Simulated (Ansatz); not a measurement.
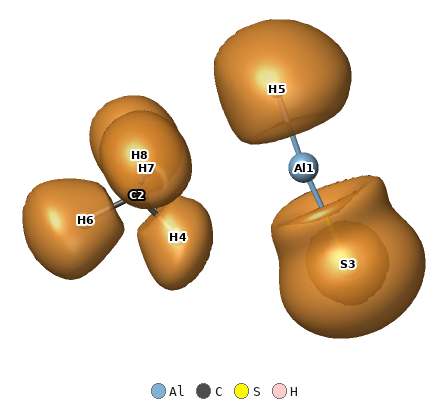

AlHS···CH$_{4}$. Isosurface of the ELF at 0.75 (orange), seen at a tilt. Core shells and regions of very low density are left out.

The product side of a reaction path; geometry: PBE0-D4/def2-TZVP.

The calculation used RKS PBE0-D4/def2-TZVPP in Ansatz 0.2.0.

The calculation's input:

```
crystal:
  periodic: [false, false, false]
  atoms:
    - {symbol: Al, position_ang: [-1.920874, 0.263928, 0.042143]}
    - {symbol: C, position_ang: [1.200201, -0.138713, 0.051138]}
    - {symbol: S, position_ang: [-2.534599, -0.274249, -1.785761]}
    - {symbol: H, position_ang: [0.548592, -0.343701, -0.803854]}
    - {symbol: H, position_ang: [-1.588876, 0.715963, 1.506927]}
    - {symbol: H, position_ang: [2.222647, -0.372513, -0.245426]}
    - {symbol: H, position_ang: [1.145814, 0.913638, 0.332910]}
    - {symbol: H, position_ang: [0.927194, -0.764353, 0.901926]}
basis:
  gaussian: {orbitals: def2-TZVPP}
hamiltonian: {xc: pbe0, dispersion: d4}
output: {orbitals: {seedname: orbitals}}
```

Command:

```sh
ansatz run in.yaml --threads 2 --pin off --events-out ev --progress --plain --max-ram 4352MiB
```

Question: Describe the localisation domains.

Answer: The ELF exceeds this value in five regions around hydrogen nuclei and one region on S in which the atom's valence shell and bonds are merged. Profiles from the grid: Al1···H4 (2.68 Å): the ELF climbs to about 1 towards the hydrogen. Al–S (2.00 Å): the ELF peaks at about 0.80 in the valence shell of S, 0.9 Å from its nucleus, and is about 0.75 at the midpoint.
